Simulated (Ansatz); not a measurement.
**CCuP₂ (SMILES [P]=C=[P][Cu]) (doublet): density, localisation and related maps**

Input file:

```
crystal:
  periodic: [false, false, false]
  atoms:
    - {symbol: C, position_ang: [0.260511, -2.821360, 1.468615]}
    - {symbol: Cu, position_ang: [-1.563755, -1.098901, 0.528575]}
    - {symbol: P, position_ang: [0.325236, -4.418297, 1.589418]}
    - {symbol: P, position_ang: [0.379788, -1.126486, 1.427155]}
basis:
  gaussian:
    orbitals: def2-TZVPD
magnetization:
  spin_polarized: true
  initial_magnetization: 1
hamiltonian:
  xc: {name: PBE0}
output: {forces: true, orbitals: {seedname: orbitals}}
```

Run with:

```sh
ansatz run input.yaml --threads 1 --pin off --max-ram 2610MiB --events-out events.jsonl --progress --plain --runs-dir runs
```

Geometry: r2SCAN-D4/def2-SVP.

The calculation used isolated molecule in a Gaussian basis; Kohn-Sham density functional theory, functional PBE0 (Ansatz).

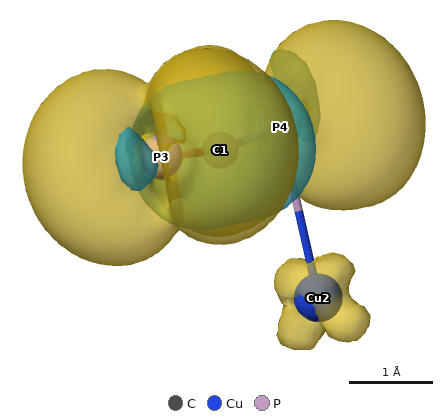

Figure 1. Isosurfaces of the spin density (α minus β) at +0.015 (yellow) and −0.015 e/Å³ (cyan), seen at an oblique angle.

Q: Describe the spin distribution.

A: The unpaired spin (1 electron) lies mostly on P4 (about 0.5) and P3 (about 0.5), in electrons by Hirshfeld's partition, with opposite, polarisation-induced spin on C1.

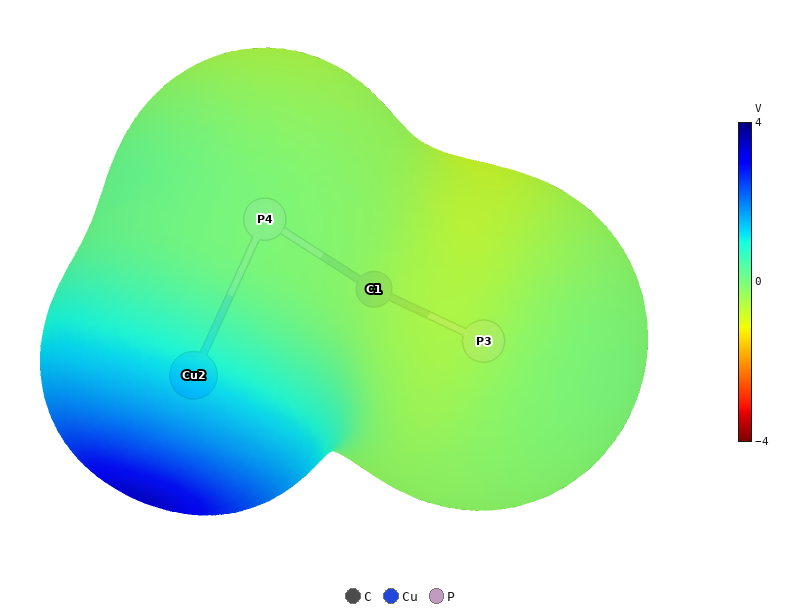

Figure 2. The molecular electrostatic potential painted on the density surface at 0.002 e/bohr³, seen at a tilt; the colour scale runs from red (negative) to blue (positive).

Q: Which sites attract a positive test charge, and which a negative one?

A: A positive charge is drawn to the negative regions and a negative charge to the positive ones. The most negative region (about −0.8 V, or −18 kcal/mol for a unit charge) lies over C1 and P3, the most positive (about +3.4 V, or +78 kcal/mol for a unit charge) over Cu2.

Q: How polar is the molecule by this calculation?

A: Its dipole moment is 3.71 D.

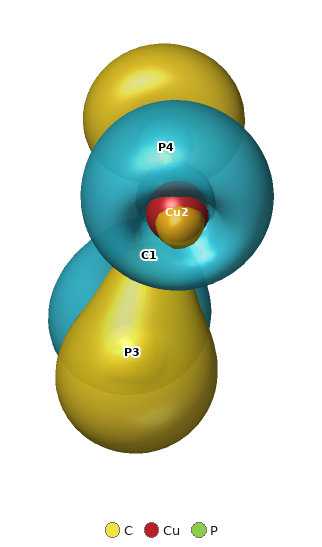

Figure 3. The HOMO−1 (α) at ±0.1 Å⁻³ᐟ² (yellow and cyan are the two phases), seen at an oblique angle.

Q: Describe this orbital and give its energy.

A: It lies mainly on P3 (about 40 %), P4 (about 25 %), Cu2 (about 25 %) and C1 (about 10 %); it is symmetric in the molecular plane (an in-plane orbital: σ, lone-pair or in-plane π type). Its energy is −6.16 eV.
